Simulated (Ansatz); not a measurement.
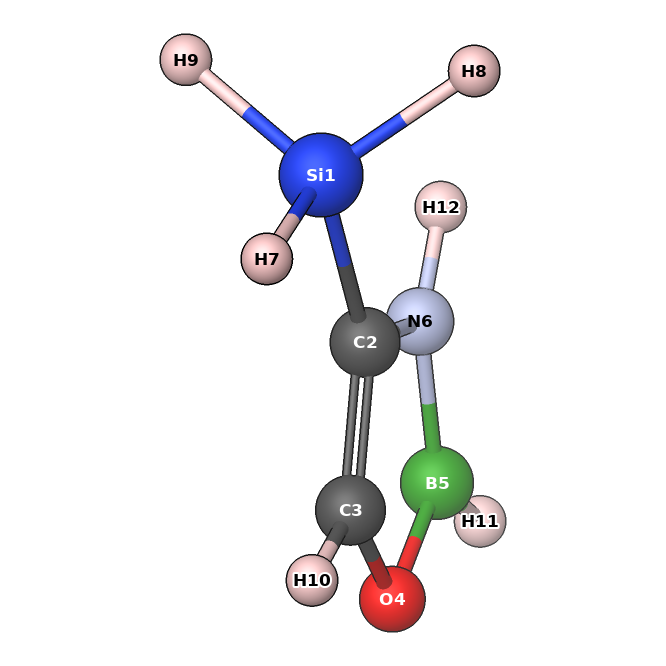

N6 lies behind C2. The molecule seen a little off the C2–N6 bond, C2 in front. Depth is shown by fading: the farther an atom, the more it takes the colour of the background. Computed geometry: PBE0-D4/def2-TZVP optimisation. No frequency run is at hand to confirm it as a minimum.

Question: What is the torsion angle Si1–C2–N6–B5? The sign is positive where the front bond must turn clockwise to cover the back bond.

Answer: 180°, antiperiplanar (anti).
